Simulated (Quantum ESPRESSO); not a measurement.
# Grüneisen parameters and expansion of BP (F-43m), part 5 of 8

Wanted: mode Grüneisen parameters of BP and a free-energy fit over volumes.

Measurements to reproduce:
- volume expansion coefficient 9.6 1e-6/K near room temperature (given in “Thermal expansion coefficients of high thermal conducting BAs and BP materials (three times its linear coefficient)”, 2019, arxiv:1906.04101)

Quantum ESPRESSO 7.5; DFT LDA, scalar-relativistic, plane waves, GBRV ultrasoft pseudopotentials.

So far. Step 4 (Self-consistent run): On a basis chosen for the relaxed cell the pressure is -0.14 GPa, small enough for phonons. Step 5 (Zone-centre response): The Born charges sum to zero within 0.0037 e; the rest is removed before use. Acoustic frequencies in this log differ from zero by the error of the sum rule, which ph.x does not impose.

## (6) Forces on a displaced cell

System of this step: BP. The cell holds 54 atoms: 27 B and 27 P. Cell: a = 9.520 Å, b = 9.520 Å, c = 9.520 Å, α = 60.0°, β = 60.0°, γ = 60.0°. It derives from BP, repeated 3×3×3.

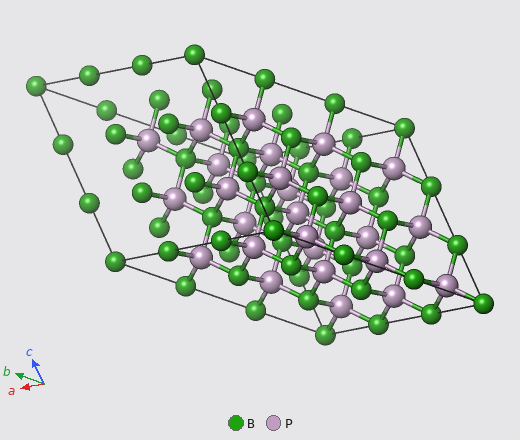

The cell of this step (boron green, phosphorus pink). Bonds to atoms that aren't drawn are left out. Some periodic images of atoms are drawn too.

disp-00001.in

```
 &control
    calculation='scf',
    prefix='x',
    outdir='./tmp',
    pseudo_dir='./pseudo',
    tprnfor=.true.,
    disk_io='none',
 /
 &system
    ibrav=0,
    nat=54,
    ntyp=2,
    ecutwfc=30.0,
    ecutrho=180.0,
    occupations='fixed',
    nbnd=110,
 /
 &electrons
    conv_thr=1.0d-11,
    mixing_beta=0.7,
    electron_maxstep=100,
 /
ATOMIC_SPECIES
 B      10.8100  B.upf
 P      30.9738  P.upf
CELL_PARAMETERS angstrom
     0.000000000    6.731390208    6.731390208
     6.731390208    0.000000000    6.731390208
     6.731390208    6.731390208    0.000000000
ATOMIC_POSITIONS crystal
 B      0.002100923   0.000000000   0.000000000
 B      0.333333333   0.000000000   0.000000000
 B      0.666666667   0.000000000   0.000000000
 B      0.000000000   0.333333333   0.000000000
 B      0.333333333   0.333333333   0.000000000
 B      0.666666667   0.333333333   0.000000000
 B      0.000000000   0.666666667   0.000000000
 B      0.333333333   0.666666667   0.000000000
 B      0.666666667   0.666666667   0.000000000
 B      0.000000000   0.000000000   0.333333333
 B      0.333333333   0.000000000   0.333333333
 B      0.666666667   0.000000000   0.333333333
 B      0.000000000   0.333333333   0.333333333
 B      0.333333333   0.333333333   0.333333333
 B      0.666666667   0.333333333   0.333333333
 B      0.000000000   0.666666667   0.333333333
 B      0.333333333   0.666666667   0.333333333
 B      0.666666667   0.666666667   0.333333333
 B      0.000000000   0.000000000   0.666666667
 B      0.333333333   0.000000000   0.666666667
 B      0.666666667   0.000000000   0.666666667
 B      0.000000000   0.333333333   0.666666667
 B      0.333333333   0.333333333   0.666666667
 B      0.666666667   0.333333333   0.666666667
 B      0.000000000   0.666666667   0.666666667
 B      0.333333333   0.666666667   0.666666667
 B      0.666666667   0.666666667   0.666666667
 P      0.083333333   0.083333333   0.083333333
 P      0.416666667   0.083333333   0.083333333
 P      0.750000000   0.083333333   0.083333333
 P      0.083333333   0.416666667   0.083333333
 P      0.416666667   0.416666667   0.083333333
 P      0.750000000   0.416666667   0.083333333
 P      0.083333333   0.750000000   0.083333333
 P      0.416666667   0.750000000   0.083333333
 P      0.750000000   0.750000000   0.083333333
 P      0.083333333   0.083333333   0.416666667
 P      0.416666667   0.083333333   0.416666667
 P      0.750000000   0.083333333   0.416666667
 P      0.083333333   0.416666667   0.416666667
 P      0.416666667   0.416666667   0.416666667
 P      0.750000000   0.416666667   0.416666667
 P      0.083333333   0.750000000   0.416666667
 P      0.416666667   0.750000000   0.416666667
 P      0.750000000   0.750000000   0.416666667
 P      0.083333333   0.083333333   0.750000000
 P      0.416666667   0.083333333   0.750000000
 P      0.750000000   0.083333333   0.750000000
 P      0.083333333   0.416666667   0.750000000
 P      0.416666667   0.416666667   0.750000000
 P      0.750000000   0.416666667   0.750000000
 P      0.083333333   0.750000000   0.750000000
 P      0.416666667   0.750000000   0.750000000
 P      0.750000000   0.750000000   0.750000000
K_POINTS automatic
 3 3 3 0 0 0
```

Launch:

```
$ OMP_NUM_THREADS=1 mpirun -n 2 pw.x -nk 2 -in disp-00001.in > disp-00001.out
```

Log:

```text
[banner, memory and clock lines left out]
Program PWSCF v.7.5

     Message from routine setup:
     using ibrav=0 with symmetry is DISCOURAGED, use correct ibrav instead

     G-vector sticks info

     bravais-lattice index     =            0
     lattice parameter (alat)  =      17.9895  a.u.
     unit-cell volume          =    4116.6211 (a.u.)^3
     number of atoms/cell      =           54
     number of atomic types    =            2
     number of electrons       =       216.00
     number of Kohn-Sham states=          110
     kinetic-energy cutoff     =      30.0000  Ry
     charge density cutoff     =     180.0000  Ry
     scf convergence threshold =      1.0E-11
     mixing beta               =       0.7000
     number of iterations used =            8  plain     mixing
     Exchange-correlation=  SLA  PZ   NOGX NOGC
                           (   1   1   0   0   0   0   0)

     celldm(1)=  17.989481  celldm(2)=   0.000000  celldm(3)=   0.000000
     celldm(4)=   0.000000  celldm(5)=   0.000000  celldm(6)=   0.000000

     crystal axes: (cart. coord. in units of alat)
               a(1) = (   0.000000   0.707107   0.707107 )
               a(2) = (   0.707107   0.000000   0.707107 )
               a(3) = (   0.707107   0.707107   0.000000 )

     reciprocal axes: (cart. coord. in units 2 pi/alat)
               b(1) = ( -0.707107  0.707107  0.707107 )
               b(2) = (  0.707107 -0.707107  0.707107 )
               b(3) = (  0.707107  0.707107 -0.707107 )

     PseudoPot. # 1 for B  read from file:
     ./pseudo/B.upf
     Pseudo is Ultrasoft + core correction, Zval =  3.0
     Using radial grid of  781 points,  4 beta functions with:
                l(1) =   0
                l(2) =   0
                l(3) =   1
                l(4) =   1
     Q(r) pseudized with  8 coefficients,  rinner =    1.100   1.100   1.100

     PseudoPot. # 2 for P  read from file:
     ./pseudo/P.upf
     Pseudo is Ultrasoft + core correction, Zval =  5.0
     Using radial grid of  903 points,  6 beta functions with:
                l(1) =   0
                l(2) =   0
                l(3) =   1
                l(4) =   1
                l(5) =   2
                l(6) =   2
     Q(r) pseudized with  8 coefficients,  rinner =    1.300   1.300   1.300
                                                       1.300   1.300

     atomic species   valence    mass     pseudopotential
     B                 3.00    10.81000     B ( 1.00)
     P                 5.00    30.97380     P ( 1.00)

      2 Sym. Ops. (no inversion) found

   Cartesian axes

     site n.     atom                  positions (alat units)
         1        B      tau(   1) = (   0.0000000   0.0014856   0.0014856  )
         2        B      tau(   2) = (   0.0000000   0.2357023   0.2357023  )
         3        B      tau(   3) = (   0.0000000   0.4714045   0.4714045  )
         4        B      tau(   4) = (   0.2357023   0.0000000   0.2357023  )
         5        B      tau(   5) = (   0.2357023   0.2357023   0.4714045  )
         6        B      tau(   6) = (   0.2357023   0.4714045   0.7071068  )
         7        B      tau(   7) = (   0.4714045   0.0000000   0.4714045  )
         8        B      tau(   8) = (   0.4714045   0.2357023   0.7071068  )
         9        B      tau(   9) = (   0.4714045   0.4714045   0.9428090  )
        10        B      tau(  10) = (   0.2357023   0.2357023   0.0000000  )
        11        B      tau(  11) = (   0.2357023   0.4714045   0.2357023  )
        12        B      tau(  12) = (   0.2357023   0.7071068   0.4714045  )
        13        B      tau(  13) = (   0.4714045   0.2357023   0.2357023  )
        14        B      tau(  14) = (   0.4714045   0.4714045   0.4714045  )
        15        B      tau(  15) = (   0.4714045   0.7071068   0.7071068  )
        16        B      tau(  16) = (   0.7071068   0.2357023   0.4714045  )
[...]
20        B      tau(  20) = (   0.4714045   0.7071068   0.2357023  )
        21        B      tau(  21) = (   0.4714045   0.9428090   0.4714045  )
        22        B      tau(  22) = (   0.7071068   0.4714045   0.2357023  )
        23        B      tau(  23) = (   0.7071068   0.7071068   0.4714045  )
        24        B      tau(  24) = (   0.7071068   0.9428090   0.7071068  )
        25        B      tau(  25) = (   0.9428090   0.4714045   0.4714045  )
        26        B      tau(  26) = (   0.9428090   0.7071068   0.7071068  )
        27        B      tau(  27) = (   0.9428090   0.9428090   0.9428090  )
        28        P      tau(  28) = (   0.1178511   0.1178511   0.1178511  )
        29        P      tau(  29) = (   0.1178511   0.3535534   0.3535534  )
        30        P      tau(  30) = (   0.1178511   0.5892557   0.5892557  )
        31        P      tau(  31) = (   0.3535534   0.1178511   0.3535534  )
        32        P      tau(  32) = (   0.3535534   0.3535534   0.5892557  )
        33        P      tau(  33) = (   0.3535534   0.5892557   0.8249579  )
        34        P      tau(  34) = (   0.5892557   0.1178511   0.5892557  )
        35        P      tau(  35) = (   0.5892557   0.3535534   0.8249579  )
        36        P      tau(  36) = (   0.5892557   0.5892557   1.0606602  )
        37        P      tau(  37) = (   0.3535534   0.3535534   0.1178511  )
        38        P      tau(  38) = (   0.3535534   0.5892557   0.3535534  )
        39        P      tau(  39) = (   0.3535534   0.8249579   0.5892557  )
        40        P      tau(  40) = (   0.5892557   0.3535534   0.3535534  )
        41        P      tau(  41) = (   0.5892557   0.5892557   0.5892557  )
        42        P      tau(  42) = (   0.5892557   0.8249579   0.8249579  )
        43        P      tau(  43) = (   0.8249579   0.3535534   0.5892557  )
[...]
47        P      tau(  47) = (   0.5892557   0.8249579   0.3535534  )
        48        P      tau(  48) = (   0.5892557   1.0606602   0.5892557  )
        49        P      tau(  49) = (   0.8249579   0.5892557   0.3535534  )
        50        P      tau(  50) = (   0.8249579   0.8249579   0.5892557  )
        51        P      tau(  51) = (   0.8249579   1.0606602   0.8249579  )
        52        P      tau(  52) = (   1.0606602   0.5892557   0.5892557  )
        53        P      tau(  53) = (   1.0606602   0.8249579   0.8249579  )
        54        P      tau(  54) = (   1.0606602   1.0606602   1.0606602  )

     number of k points=    10
                       cart. coord. in units 2pi/alat
        k(    1) = (   0.0000000   0.0000000   0.0000000), wk =   0.0740741
[...]
iteration # 10     ecut=    30.00 Ry     beta= 0.70
     Davidson diagonalization with overlap
     ethr =  9.58E-09,  avg # of iterations =  3.0

     total energy              =    -594.24089533 Ry
     estimated scf accuracy    <       0.00000124 Ry

     iteration # 11     ecut=    30.00 Ry     beta= 0.70
     Davidson diagonalization with overlap
     ethr =  5.72E-10,  avg # of iterations =  5.0

     total energy              =    -594.24089599 Ry
     estimated scf accuracy    <       0.00000005 Ry

     iteration # 12     ecut=    30.00 Ry     beta= 0.70
     Davidson diagonalization with overlap
     ethr =  2.18E-11,  avg # of iterations =  5.3

     total energy              =    -594.24089597 Ry
     estimated scf accuracy    <       0.00000014 Ry

     iteration # 13     ecut=    30.00 Ry     beta= 0.70
     Davidson diagonalization with overlap
     ethr =  2.18E-11,  avg # of iterations =  3.0

     total energy              =    -594.24089598 Ry
     estimated scf accuracy    <          9.3E-09 Ry

     iteration # 14     ecut=    30.00 Ry     beta= 0.70
     Davidson diagonalization with overlap
     ethr =  4.32E-12,  avg # of iterations =  5.0

     total energy              =    -594.24089599 Ry
     estimated scf accuracy    <          1.9E-10 Ry

     iteration # 15     ecut=    30.00 Ry     beta= 0.70
     Davidson diagonalization with overlap
     ethr =  1.00E-13,  avg # of iterations =  9.6

     total energy              =    -594.24089599 Ry
     estimated scf accuracy    <          4.2E-10 Ry

     iteration # 16     ecut=    30.00 Ry     beta= 0.70
     Davidson diagonalization with overlap
     ethr =  1.00E-13,  avg # of iterations =  2.0

     total energy              =    -594.24089599 Ry
     estimated scf accuracy    <          1.4E-10 Ry

     iteration # 17     ecut=    30.00 Ry     beta= 0.70
     Davidson diagonalization with overlap
     ethr =  1.00E-13,  avg # of iterations =  1.0

     total energy              =    -594.24089599 Ry
     estimated scf accuracy    <          4.4E-11 Ry

     iteration # 18     ecut=    30.00 Ry     beta= 0.70
     Davidson diagonalization with overlap
     ethr =  1.00E-13,  avg # of iterations =  1.0

     End of self-consistent calculation

          k = 0.0000 0.0000 0.0000 ( 11527 PWs)   bands (ev):

    -6.2268  -4.2606  -4.2546  -4.2539  -4.2539  -4.2539  -4.2539  -4.2532
    -4.2475  -3.5708  -3.5658  -3.5657  -3.5657  -3.5656  -3.5607  -1.6572
    -1.6463  -1.6460  -1.6454  -1.6454  -1.6450  -1.6450  -1.6447  -1.6446
    -1.6441  -1.6437  -1.6331   1.5661   1.5736   1.5738   1.5740   1.5748
     1.5755   1.5755   1.5761   1.5770   1.5772   1.5774   1.5847   2.6097
     2.6128   2.6158   2.6159   2.6159   2.6159   2.6188   2.6217   2.9081
     2.9091   2.9130   2.9138   2.9143   2.9146   2.9146   2.9150   2.9155
     2.9164   2.9204   2.9211   3.8802   3.8845   3.8857   3.8858   3.8870
     3.8914   5.8756   5.8836   5.8844   5.8848   5.8850   5.8851   5.8851
     5.8851   5.8854   5.8858   5.8865   5.8941   6.3282   6.3329   6.3368
     6.3369   6.3370   6.3375   6.3375   6.3380   6.3381   6.3382   6.3422
     6.3471   7.9573   7.9745   7.9768   7.9773   7.9778   7.9779   7.9783
     7.9783   7.9783   7.9784   7.9787   7.9788   7.9794   7.9798   7.9823
     7.9998   9.4700   9.4757   9.4816  10.7688  10.7737

          k = 0.2357 0.2357-0.2357 ( 11459 PWs)   bands (ev):

    -5.9986  -5.3244  -4.4534  -4.4509  -4.4485  -4.2204  -4.2179  -4.2154
    -3.6483  -3.6458  -3.6433  -3.0421  -2.6968  -2.6941  -2.6915  -2.5610
    -2.5582  -2.5555  -1.6341  -1.6292  -1.6288  -1.6288  -1.6284  -1.6239
[...]
8.4755   8.4832   9.1097   9.1182  11.1297  11.1349

          k = 0.4714 0.0000-0.0000 ( 11426 PWs)   bands (ev):

[...]
8.5456   8.5482   8.5508   8.5579  10.6305  11.2643

          k =-0.0000-0.4714 0.4714 ( 11384 PWs)   bands (ev):

[...]
7.9005   8.2493   8.2495   9.1388  10.9632  11.9836

          k =-0.2357 0.2357 0.2357 ( 11459 PWs)   bands (ev):

[...]
8.4757   8.4801   9.1094   9.1142  11.1309  11.1329

          k = 0.2357 0.2357 0.2357 ( 11459 PWs)   bands (ev):

[...]
8.4785   8.4830   9.1135   9.1185  11.1314  11.1341

          k = 0.0000 0.4714-0.0000 ( 11426 PWs)   bands (ev):

[...]
8.5477   8.5483   8.5517   8.5581  10.6306  11.2643

          k = 0.0000-0.4714-0.4714 ( 11384 PWs)   bands (ev):

[...]
7.9005   8.2451   8.2538   9.1387  10.9634  11.9839

          k =-0.4714 0.0000-0.4714 ( 11384 PWs)   bands (ev):

[...]
7.9032   8.2455   8.2506   9.1425  10.9647  11.9860

          k = 0.4714 0.0000-0.4714 ( 11384 PWs)   bands (ev):

[...]
1.9218   1.9276   2.3279   2.3310   2.9816   2.9849   2.9874   2.9877
     3.4329   3.4348   3.6050   4.1330   4.1361   4.1375   4.1393   4.3714
     4.3750   4.4163   4.5269   4.5296   4.6605   4.7662   4.7669   5.1169
     5.1203   5.2622   5.2650   5.2665   5.2696   5.3677   5.3696   5.3716
     5.3921   5.3930   5.3938   5.4019   5.4570   5.4582   5.4598   5.4619
     6.0512   6.0525   6.1724   6.1774   6.3293   6.3339   6.5398   6.5421
     6.6134   6.6153   6.6165   6.6234   6.8488   7.1520   7.1565   7.1577
     7.1600   7.3845   7.3898   7.4826   7.7456   7.7524   7.8584   7.8652
     7.8980   8.2482   8.2535   9.1350  10.9619  11.9847

     highest occupied, lowest unoccupied level (ev):     9.4816   10.6305

!    total energy              =    -594.24089599 Ry
     estimated scf accuracy    <          8.2E-12 Ry

     The total energy is the sum of the following terms:
     one-electron contribution =     189.28373118 Ry
     hartree contribution      =      33.17888446 Ry
     xc contribution           =    -243.79327453 Ry
     ewald contribution        =    -572.91023710 Ry

     convergence has been achieved in  18 iterations

     Forces acting on atoms (cartesian axes, Ry/au):

     atom    1 type  1   force =    -0.00044019   -0.01127060   -0.01127060
     atom    2 type  1   force =     0.00030028    0.00041327    0.00041327
     atom    3 type  1   force =    -0.00030036    0.00039920    0.00039920
     atom    4 type  1   force =     0.00006577   -0.00022446    0.00004014
     atom    5 type  1   force =     0.00000327    0.00002465    0.00001751
     atom    6 type  1   force =    -0.00006704    0.00003869   -0.00021948
     atom    7 type  1   force =     0.00036586   -0.00052567    0.00034098
     atom    8 type  1   force =    -0.00036775    0.00033856   -0.00051923
     atom    9 type  1   force =    -0.00000166    0.00001958    0.00002257
     atom   10 type  1   force =     0.00006577    0.00004014   -0.00022446
     atom   11 type  1   force =     0.00000327    0.00001751    0.00002465
     atom   12 type  1   force =    -0.00006704   -0.00021948    0.00003869
     atom   13 type  1   force =     0.00001817    0.00000298    0.00000298
     atom   14 type  1   force =    -0.00002489   -0.00000389   -0.00000389
     atom   15 type  1   force =    -0.00000538    0.00002722    0.00002722
     atom   16 type  1   force =     0.00000041   -0.00002835   -0.00002572
[...]
atom   47 type  2   force =     0.00001119   -0.00008361   -0.00007307
     atom   48 type  2   force =    -0.00001195   -0.00007519   -0.00008605
     atom   49 type  2   force =    -0.00005977   -0.00001293    0.00002101
     atom   50 type  2   force =     0.00000125   -0.00001648   -0.00001941
     atom   51 type  2   force =     0.00006230    0.00002066   -0.00001144
     atom   52 type  2   force =    -0.00009662   -0.00002509   -0.00002509
     atom   53 type  2   force =     0.00009341   -0.00002248   -0.00002248
     atom   54 type  2   force =     0.00000010   -0.00002240   -0.00002240

     Total force =     0.018687     Total SCF correction =     0.000001
     Message from routine punch:
     Nothing written, as per user request (disk_io='none')
```

Run time: 9.4 min. Hardware: 2 MPI ranks of Intel Xeon Platinum 8175M at 2.50GHz (Skylake/Cascade Lake), shared host.

Numbers from this step:

```yaml
gap_on_the_k_mesh: 1.149 eV
```

Force (size) by element, in eV/Å:

```
element  atoms   mean  spread (r.m.s.)  least  largest
      B     27  0.021            0.077  0.000    0.410
      P     27  0.018            0.044  0.000    0.174
```

The atoms with the largest values:

```
atom       x, y, z (Å)            force (eV/Å)
  B1  0.00, 0.01, 0.01  -0.011, -0.290, -0.290
 P28  1.12, 1.12, 1.12     0.077, 0.110, 0.110
 P30  1.12, 5.61, 5.61    -0.067, 0.102, 0.102
 P34  5.61, 1.12, 5.61     0.001, 0.035, 0.035
 P46  5.61, 5.61, 1.12     0.001, 0.035, 0.035
  B7  4.49, 0.00, 4.49    0.009, -0.014, 0.009
 B19  4.49, 4.49, 0.00    0.009, 0.009, -0.014
 B20  4.49, 6.73, 2.24   -0.009, -0.013, 0.009
```

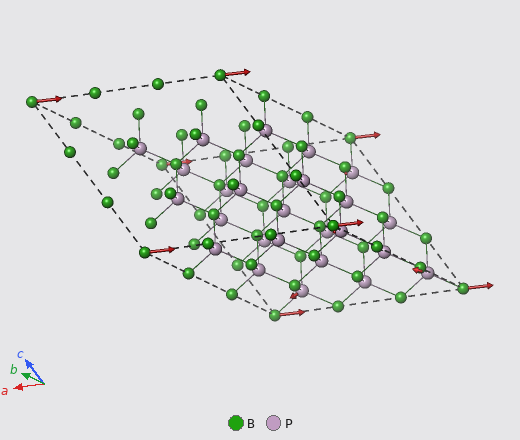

Force as arrows, the longest 0.410 eV/Å. Bonds to atoms that aren't drawn are left out. Some periodic images of atoms are drawn too.

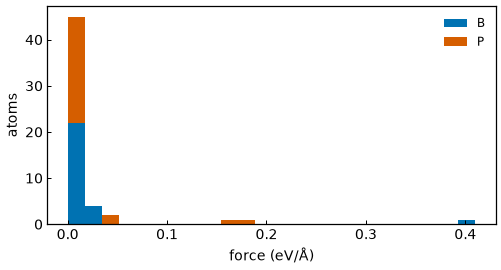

Force as a stacked histogram.

At this level the gap is 1.15 eV on the k-mesh of the self-consistent run, which can miss the band edges.

## (7) A displaced supercell

One atom (for the harmonic constants) or a pair of atoms (for the cubic ones) is moved by a few hundredths of an ångström; the forces on all atoms give a column of force constants. The threshold is tight because the forces are small.

disp-00002.in, as its differences from disp-00001.in of step 6:

```diff
@@ -30,3 +30,3 @@
 ATOMIC_POSITIONS crystal
- B      0.002100923   0.000000000   0.000000000
+ B      0.000000000   0.000000000   0.000000000
  B      0.333333333   0.000000000   0.000000000
@@ -57,3 +57,3 @@
  B      0.666666667   0.666666667   0.666666667
- P      0.083333333   0.083333333   0.083333333
+ P      0.085434257   0.083333333   0.083333333
  P      0.416666667   0.083333333   0.083333333
```

Launch:

```
$ OMP_NUM_THREADS=1 mpirun -n 2 pw.x -nk 2 -in disp-00002.in > disp-00002.out
```

Log:

```text
[banner, memory and clock lines left out]
Program PWSCF v.7.5

     Message from routine setup:
     using ibrav=0 with symmetry is DISCOURAGED, use correct ibrav instead

     G-vector sticks info

     bravais-lattice index     =            0
     lattice parameter (alat)  =      17.9895  a.u.
     unit-cell volume          =    4116.6211 (a.u.)^3
     number of atoms/cell      =           54
     number of atomic types    =            2
     number of electrons       =       216.00
[...]
atom    1 type  1   force =     0.00259617    0.00398471    0.00398471
     atom    2 type  1   force =    -0.00296717    0.00428554    0.00428554
     atom    3 type  1   force =    -0.00000212    0.00007142    0.00007142
[...]
atom   53 type  2   force =    -0.00000123    0.00002105    0.00002105
     atom   54 type  2   force =    -0.00008012    0.00000943    0.00000943

     Total force =     0.020695     Total SCF correction =     0.000006
     Message from routine punch:
     Nothing written, as per user request (disk_io='none')
[key lines of the parts left out:]
!    total energy              =    -594.24085523 Ry
convergence has been achieved in  21 iterations
```

The job ended after 9.8 min (2 MPI ranks).

(Continued in part 6 of 8.)

[Logs are printed without paths, hosts, clocks, repeated set-up lines and the standing remarks that a program may print on its own settings, such as how far it seeks lower states.]

[Hosts, paths, dates, database ids (printed as entryN), source tags and the programs' standing remarks are cut or masked in the printed files.]

[A step with changed settings may run another functional than the one named; its input shows which.]

[Of the runs on displaced cells, only some may be shown.]
